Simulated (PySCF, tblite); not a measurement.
# C₂H₈O₂SSi: geometry, infrared bands and NMR shifts

Aim: predict the infrared bands and NMR shifts of C₂H₈O₂SSi (`O[SiH2]OCCS`).

The runs use tblite 0.8.0 and PySCF 2.14.0, with density-fitted response routines of our own; the level of theory stands in each step. All values are computed, except where a source is named. Atoms count from 0, in the outputs and in this text.

## Step 1: The starting structure

14 atoms, charge 0, multiplicity 1; geometry from: force field or distance geometry start.

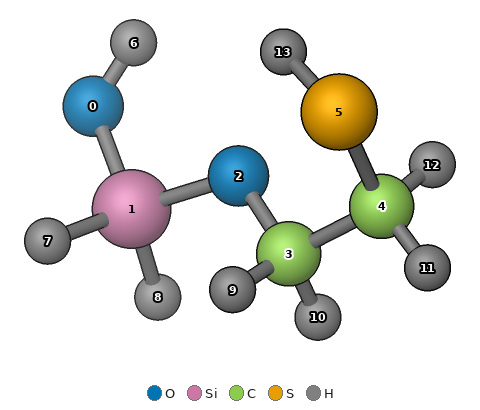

As it starts; oxygen blue, silicon pink, carbon green, sulfur amber, hydrogen grey, atoms numbered.

## Step 2: Relaxing the molecule with GFN2-xTB

The job: settings as JSON, then the geometry in Å.

```
{"job": {"kind": "relax", "xc": "GFN2-xTB", "basis": "xTB"}, "charge": 0, "multiplicity": 1}
O     -2.691300     1.554500    -0.412800
Si    -1.974700     0.174200     0.098500
O     -0.340000     0.273700    -0.234000
C      0.481600    -0.833400     0.067600
C      1.932100    -0.515400    -0.270000
S      2.600400     0.783100     0.806400
H     -2.086200     2.222200    -0.769700
H     -2.147100     0.027200     1.571500
H     -2.538400    -0.997500    -0.598900
H      0.394300    -1.109300     1.142700
H      0.165500    -1.706600    -0.526100
H      2.554900    -1.408400    -0.173400
H      1.996500    -0.151000    -1.298300
H      1.651700     1.686300     0.544400
```

Command:

```bash
OMP_NUM_THREADS=1 python probes_run.py task.json out
```

This one command runs all jobs of the session in turn.

**Question.** This job is followed by: GFN2-xTB harmonic vibrations, gas phase; GIAO PBE0/pcSseg-1 NMR shielding, non-relativistic, gas phase. What will the session give for the following? strongest single infrared mode (GFN2-xTB); zero-point energy (GFN2-xTB); ¹³C shifts against TMS (PBE0/pcSseg-1); ¹H shifts against TMS (PBE0/pcSseg-1, means over atoms taken as alike); ¹⁷O shifts against H2O (PBE0/pcSseg-1); ²⁹Si shifts against TMS (PBE0/pcSseg-1); ³³S shifts against CS2 (PBE0/pcSseg-1).

The runs gave:

| quantity | value |
| --- | --- |
| strongest single infrared mode (GFN2-xTB) | 830 cm⁻¹, 410 km/mol |
| zero-point energy (GFN2-xTB) | 61.4 kcal/mol |
| ¹³C shifts against TMS (PBE0/pcSseg-1) | 65.2, 34.0 ppm |
| ¹H shifts against TMS (PBE0/pcSseg-1, means over atoms taken as alike) | 4.95, 3.96, 2.64, 2.62, 1.74 ppm |
| ¹⁷O shifts against H2O (PBE0/pcSseg-1) | 44.4, 32.8 ppm |
| ²⁹Si shifts against TMS (PBE0/pcSseg-1) | -28.9 ppm |
| ³³S shifts against CS2 (PBE0/pcSseg-1) | -120 ppm |

In words: Over 79 steps the energy fell by 0.118 eV; of the close pairs, Si1–O2 changed most, 1.671 to 1.630 Å. No mode is imaginary among the 36: a minimum at this level. The strongest single mode, at 830 cm⁻¹, has its largest shares on H6, Si1 and H13 (the list is cut at 3 atoms). Unscaled tight-binding wavenumbers are off by several per cent, some by more. Its intensities can rank the bands wrongly. The most deshielded carbon is C3 (sp3 CH2 bonded to O), at 65.2 ppm: pulled downfield by the heteroatom. At PBE0/pcSseg-1: The widest tensor belongs to S5: span 351 ppm, with a paramagnetic part of -431 ppm.
